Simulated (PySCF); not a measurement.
**BH3Cl− (SMILES [BH3-]Cl) at PBE0/STO-6G**

Aim: the vertical singlet–triplet gap of BH3Cl− at PBE0/STO-6G, from 2 runs. Input form: a Python script.

The results are computed with PySCF 2.14.0.

16 further runs of the same task are left out: 1 that didn't finish, 15 set aside as unsound or not needed.

## 1. The structure to begin with

BH3Cl− has 5 atoms, charge -1, and is taken as a singlet. SMILES: `[BH3-]Cl`. Geometry: relaxed at GFN2-xTB.

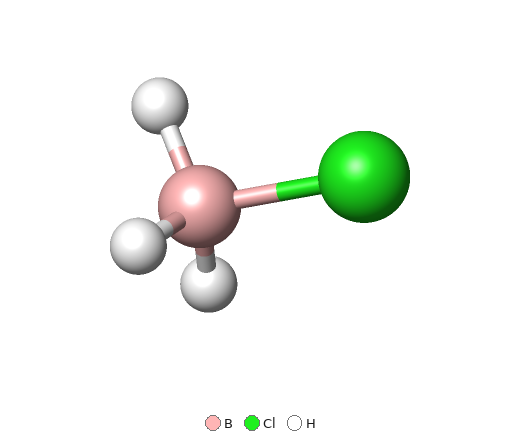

The structure, seen from a chosen angle (boron pink, chlorine green, hydrogen white).

## 2. The energy at PBE0/STO-6G

job.py reads:

```python
from pyscf import gto, dft

molecule = gto.M(
    atom=[
    ('B', (0.082390, -0.047870, 0.135930)),
    ('Cl', (-0.845860, 0.496450, -1.396970)),
    ('H', (1.223080, -0.254620, -0.203070)),
    ('H', (-0.460100, -1.051350, 0.532730)),
    ('H', (0.000500, 0.857390, 0.931390)),
],
    charge=-1,
    basis='sto-6g',
    verbose=3,
    max_memory=1860,
)

mf = dft.RKS(molecule)
mf.xc = 'pbe0'
mf.conv_tol = 1e-10
mf.grids.level = 5
mf.kernel()
if not mf.converged:
    mf = mf.newton().run(mf.mo_coeff, mf.mo_occ)

energy = mf.e_tot
print(f'total energy: {energy:.8f} hartree')
```

Command:

```bash
$ OMP_NUM_THREADS=1 python job.py
```

Log:

```text
converged SCF energy = -485.03009617957
total energy: -485.03009618 hartree
```

Wall time 2.4 s (1 thread of Intel Xeon Platinum 8488C (Sapphire Rapids), shared host); peak memory 0.19 GiB.

## 3. The triplet, same level

geometry.xyz reads:

```xyz
5
BClH3
B      0.082390    -0.047870     0.135930
Cl    -0.845860     0.496450    -1.396970
H      1.223080    -0.254620    -0.203070
H     -0.460100    -1.051350     0.532730
H      0.000500     0.857390     0.931390
```

input.py reads:

```python
from pyscf import gto, dft

system = gto.M(
    atom='geometry.xyz',
    verbose=3,
    basis='sto-6g',
    max_memory=1860,
    charge=-1,
    spin=2,
)

mf = dft.UKS(system)
mf.xc = 'pbe0'
mf.conv_tol = 1e-10
mf.grids.level = 5
mf.kernel()
if not mf.converged:
    mf = mf.newton().run(mf.mo_coeff, mf.mo_occ)

e_tot = mf.e_tot
print('Final energy', e_tot)
```

Command:

```bash
$ OMP_NUM_THREADS=1 python input.py
```

Log:

```text
WARN: HOMO 0.145326075191077 >= LUMO -0.321189887905947

WARN: HOMO 0.544071781471168 >= LUMO 0.172026982016419

WARN: HOMO 0.500974980865513 >= LUMO 0.14823917772533

WARN: HOMO 0.491049580756313 >= LUMO 0.149883772407373

WARN: HOMO 0.49223985771218 >= LUMO 0.150745618502232

WARN: HOMO 0.492177220777525 >= LUMO 0.150543127490427

WARN: HOMO 0.492141018685443 >= LUMO 0.150621248131433

WARN: HOMO 0.49214189208821 >= LUMO 0.150619603994429

WARN: HOMO 0.491971423736133 >= LUMO 0.151872113780338

WARN: HOMO 0.491906082227434 >= LUMO 0.152493352897695

WARN: HOMO 0.492043404881574 >= LUMO 0.149594798387164

WARN: HOMO 0.491964104857766 >= LUMO 0.151127019922998

WARN: HOMO 0.491936982135555 >= LUMO 0.151382112813626

WARN: HOMO 0.491962629640717 >= LUMO 0.151170388696685

WARN: HOMO 0.491958278197505 >= LUMO 0.15106483303992

WARN: HOMO 0.491960245944057 >= LUMO 0.151162542091464

WARN: HOMO 0.491958935114755 >= LUMO 0.151202704874648

WARN: HOMO 0.491958586638887 >= LUMO 0.151213446232994

WARN: HOMO 0.491958690891721 >= LUMO 0.151211467919871

WARN: HOMO 0.491958644695786 >= LUMO 0.151211819877101

converged SCF energy = -484.605898485911  <S^2> = 2.0009328  2S+1 = 3.0006218
Final energy -484.60589848591104
```

Wall time 6.6 s (1 thread of Intel Xeon Platinum 8488C (Sapphire Rapids), shared host); peak memory 0.2 GiB.

## 4. Results

At PBE0/STO-6G:

```
                                                      quantity          value
                                         singlet: total energy  -485.03010 Eh
                                          singlet: HOMO energy        1.47 eV
                                          singlet: LUMO energy       15.36 eV
singlet: HOMO–LUMO gap (to an unbound level, set by the basis)       13.88 eV
                                         triplet: total energy  -484.60590 Eh
                   triplet: HOMO energy (highest over α and β)       13.39 eV
                                                 triplet: ⟨S²⟩          2.001
              vertical energy of the triplet above the singlet      11.543 eV
```

At this shape the triplet lies 11.54 eV (1114 kJ/mol) above the singlet. For an anion a state so high probably lies above electron detachment. In a minimal basis such a difference can be off by several eV, whatever the method. Mulliken charges (singlet) run from -0.48 on Cl2 to -0.08 on B1. The HOMO (singlet) lies at positive energy, 1.47 eV; only total energies tell whether the electron is bound. The HOMO (triplet) lies at positive energy, 13.39 eV; only total energies tell whether the electron is bound.
